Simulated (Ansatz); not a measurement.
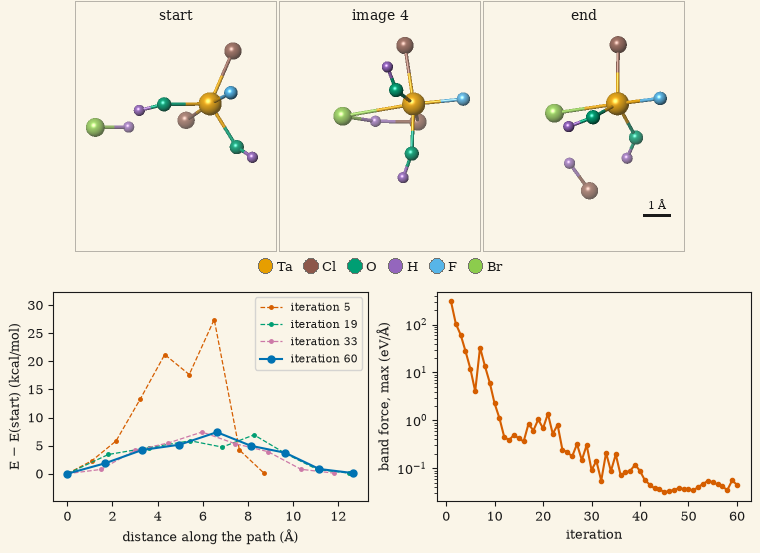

NEB run on TaH3O2BrCl2F. Images are numbered from 0 (start) to 8 (end). The plot follows the band through its iterations. Style: ball-and-stick. Shown at a tilt.

Computed with Ansatz 0.2.0, RKS PBE/def2-SVP. Settings: 7 movable images; climbing image; force threshold 0.03 eV/Å; iteration limit 60; starting path through a guess of the saddle point.

> How did the profile develop, and is the result final?

The result isn't final. The band hadn't converged when the run stopped after 60 iterations. The largest component of the band force went from 310 to 0.045 eV/Å. The barrier read from it is provisional, though the highest image hardly moved in the last two iterations. The first iteration put the highest image at 1060.8 kcal/mol. The energy climbs by 7.4 kcal/mol to image 4 and then falls by 7.3 kcal/mol, so the end point sits at +0.1 kcal/mol.

Cost: 20 min on 4 threads of Arm Neoverse V2, on a shared host, peak memory 0.28 GiB.
